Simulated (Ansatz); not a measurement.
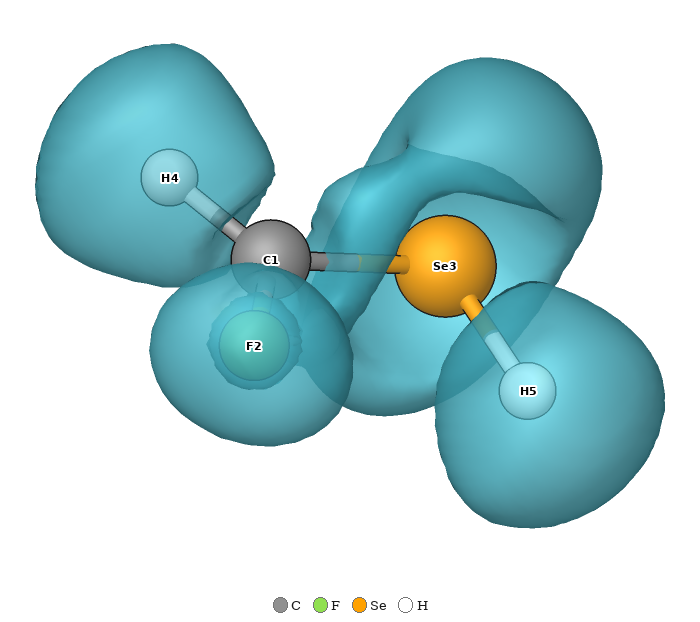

Figure 1: CH2FSe (SMILES FC=[SeH+]) (charge +1). Isosurface of the ELF at 0.75 (cyan), seen at an oblique angle. Core shells and regions of very low density are left out.

Geometry: PBE0-D3(BJ)/def2-SVP.

Computed with isolated molecule in a Gaussian basis; Kohn-Sham density functional theory, functional PBE0 in Ansatz 0.2.0.

```xyz
5

C    -0.6802    0.4557   -0.0680
F    -0.5677   -0.3994   -0.9919
Se    0.5195    0.6703    1.2370
H    -1.5839    1.0873   -0.1026
H     1.4043   -0.4041    0.7273
```

Q: Identify the bonds, lone pairs and shells in this picture.

A: The surface consists of two regions around hydrogen nuclei, one region on F in which the atom's valence shell and bonds are merged and one region on Se in which the atom's valence shell and bonds are merged. Along the contacts the grid gives the following. C–F (1.26 Å): the ELF peaks at about 0.85 between the atoms (a shared but strongly polarised pair). C–Se (1.79 Å): the ELF peaks at about 0.90 between the atoms (localised, covalent bonding).
